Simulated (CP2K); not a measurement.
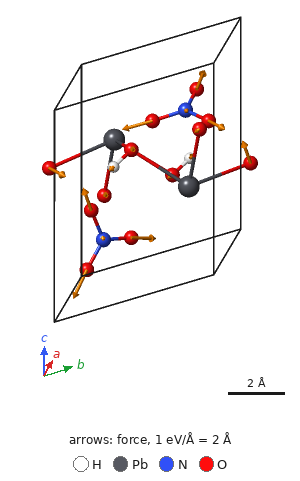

Starting geometry of a crystal of HPbNO4 (a generated structure, set up in P1) with the computed forces as orange arrows. The picture is a ball-and-stick view of the cell of the calculation, seen from a free direction.

The run lets the atoms move in a fixed cell.

Computed with Kohn-Sham DFT of a periodic cell, PBE, GTH-PBE with SR-DZVP basis in CP2K 2026.2. Settings: k-point mesh 5 × 4 × 3; occupations fermi-dirac; smearing width 0.05 eV; optimiser BFGS; no spin polarisation.

Question: Is this structure relaxed? If not, where do the atoms go?

Answer: It isn't relaxed: the largest force vector, on O atoms, is 0.59 eV/Å. The final displacements follow the starting forces only in part (cosine between the two patterns 0.34). The largest move is that of an O atom, 0.031 Å along [−3 3 −2]. By element the largest moves are O 0.031 Å, N 0.019 Å, H 0.008 Å, Pb 0.005 Å. The cell doesn't change. Some distances before and after: O–Pb 2.690 → 2.710 Å, N–O 1.254 → 1.262 Å, N–O 1.287 → 1.295 Å. The space group stays P2_1 (No. 4). Over 7 geometry steps the energy falls by 1.5 meV per atom. Largest force component: 0.53 eV/Å at the start, 0.036 eV/Å at the end.
